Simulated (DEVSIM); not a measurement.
Structure: Schottky contact on p-type Ge, at 300 K.

```csv
layer (left to right),material,thickness (μm),Na (cm⁻³),τn (s),τp (s)
1,Ge,4.40,2.2e15,4.8e-5,4.8e-5
2,Ge,3.30,2.5e18,4.8e-5,4.8e-5
```

Left contact: Schottky, work function 4.234 eV, emission velocity 1e7 cm/s. Right contact: ohmic. Voltage is applied to the left contact. Recombination: SRH at mid-gap, radiative. Mobility is constant in doping.

This is a model device: material constants are rounded textbook-type values typed into the input, and sizes, dopings and lifetimes were drawn at random. Values at 300 K.

```tsv
parameter	Ge
gap (eV)	0.664
affinity (eV)	4
permittivity	16
Nc (cm⁻³)	1.04e19
Nv (cm⁻³)	6e18
μn (cm²/Vs)	3900
μp (cm²/Vs)	1900
B (cm³/s)	6.4e-14
```

Simulated with DEVSIM: 1D drift-diffusion, Boltzmann statistics, complete ionisation; no tunnelling, impact ionisation, image-force lowering or self-heating. Metal contacts follow the ideal Schottky-Mott rule: no Fermi-level pinning, no interface dipoles.

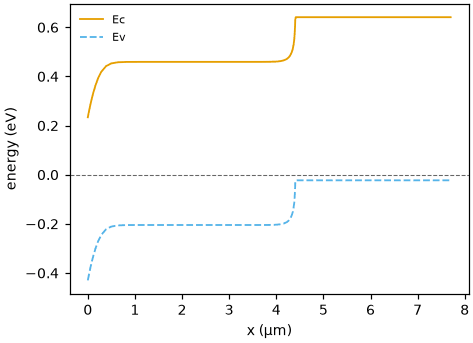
Band edges at zero bias

Energies count from the Fermi level of the right contact; mesh points crowd at the junctions.

```json
[
 {"x (μm)": "0.000", "Ec (eV)": "0.234", "Ev (eV)": "-0.430", "n (cm⁻³)": "1.2e15", "p (cm⁻³)": "3.6e11", "field (V/cm)": "10000"},
 {"x (μm)": "0.02800", "Ec (eV)": "0.262", "Ev (eV)": "-0.402", "n (cm⁻³)": "4.2e14", "p (cm⁻³)": "1.0e12", "field (V/cm)": "9400"},
 {"x (μm)": "0.08828", "Ec (eV)": "0.313", "Ev (eV)": "-0.351", "n (cm⁻³)": "5.7e13", "p (cm⁻³)": "7.7e12", "field (V/cm)": "7800"},
 {"x (μm)": "0.2181", "Ec (eV)": "0.393", "Ev (eV)": "-0.271", "n (cm⁻³)": "2.6e12", "p (cm⁻³)": "1.7e14", "field (V/cm)": "4600"},
 {"x (μm)": "0.6406", "Ec (eV)": "0.458", "Ev (eV)": "-0.206", "n (cm⁻³)": "2.1e11", "p (cm⁻³)": "2.1e15", "field (V/cm)": "160"},
 {"x (μm)": "1.407", "Ec (eV)": "0.459", "Ev (eV)": "-0.205", "n (cm⁻³)": "2.0e11", "p (cm⁻³)": "2.2e15", "field (V/cm)": "≈ 0"},
 {"x (μm)": "2.814", "Ec (eV)": "0.459", "Ev (eV)": "-0.205", "n (cm⁻³)": "2.0e11", "p (cm⁻³)": "2.2e15", "field (V/cm)": "≈ 0"},
 {"x (μm)": "3.837", "Ec (eV)": "0.460", "Ev (eV)": "-0.204", "n (cm⁻³)": "2.0e11", "p (cm⁻³)": "2.2e15", "field (V/cm)": "25"},
 {"x (μm)": "4.152", "Ec (eV)": "0.465", "Ev (eV)": "-0.199", "n (cm⁻³)": "1.6e11", "p (cm⁻³)": "2.7e15", "field (V/cm)": "570"},
 {"x (μm)": "4.298", "Ec (eV)": "0.486", "Ev (eV)": "-0.178", "n (cm⁻³)": "7.0e10", "p (cm⁻³)": "6.2e15", "field (V/cm)": "3200"},
 {"x (μm)": "4.365", "Ec (eV)": "0.527", "Ev (eV)": "-0.137", "n (cm⁻³)": "1.4e10", "p (cm⁻³)": "3.0e16", "field (V/cm)": "11000"},
 {"x (μm)": "4.403", "Ec (eV)": "0.633", "Ev (eV)": "-0.031", "n (cm⁻³)": "2.4e8", "p (cm⁻³)": "1.8e18", "field (V/cm)": "28000"},
 {"x (μm)": "4.435", "Ec (eV)": "0.641", "Ev (eV)": "-0.023", "n (cm⁻³)": "1.7e8", "p (cm⁻³)": "2.5e18", "field (V/cm)": "≈ 0"},
 {"x (μm)": "4.502", "Ec (eV)": "0.641", "Ev (eV)": "-0.023", "n (cm⁻³)": "1.7e8", "p (cm⁻³)": "2.5e18", "field (V/cm)": "≈ 0"},
 {"x (μm)": "4.736", "Ec (eV)": "0.641", "Ev (eV)": "-0.023", "n (cm⁻³)": "1.7e8", "p (cm⁻³)": "2.5e18", "field (V/cm)": "≈ 0"},
 {"x (μm)": "5.150", "Ec (eV)": "0.641", "Ev (eV)": "-0.023", "n (cm⁻³)": "1.7e8", "p (cm⁻³)": "2.5e18", "field (V/cm)": "≈ 0"},
 {"x (μm)": "6.038", "Ec (eV)": "0.641", "Ev (eV)": "-0.023", "n (cm⁻³)": "1.7e8", "p (cm⁻³)": "2.5e18", "field (V/cm)": "≈ 0"},
 {"x (μm)": "6.912", "Ec (eV)": "0.641", "Ev (eV)": "-0.023", "n (cm⁻³)": "1.7e8", "p (cm⁻³)": "2.5e18", "field (V/cm)": "≈ 0"},
 {"x (μm)": "7.427", "Ec (eV)": "0.641", "Ev (eV)": "-0.023", "n (cm⁻³)": "1.7e8", "p (cm⁻³)": "2.5e18", "field (V/cm)": "≈ 0"},
 {"x (μm)": "7.586", "Ec (eV)": "0.641", "Ev (eV)": "-0.023", "n (cm⁻³)": "1.7e8", "p (cm⁻³)": "2.5e18", "field (V/cm)": "≈ 0"},
 {"x (μm)": "7.660", "Ec (eV)": "0.641", "Ev (eV)": "-0.023", "n (cm⁻³)": "1.7e8", "p (cm⁻³)": "2.5e18", "field (V/cm)": "≈ 0"},
 {"x (μm)": "7.700", "Ec (eV)": "0.641", "Ev (eV)": "-0.023", "n (cm⁻³)": "1.7e8", "p (cm⁻³)": "2.5e18", "field (V/cm)": "≈ 0"}
]
```
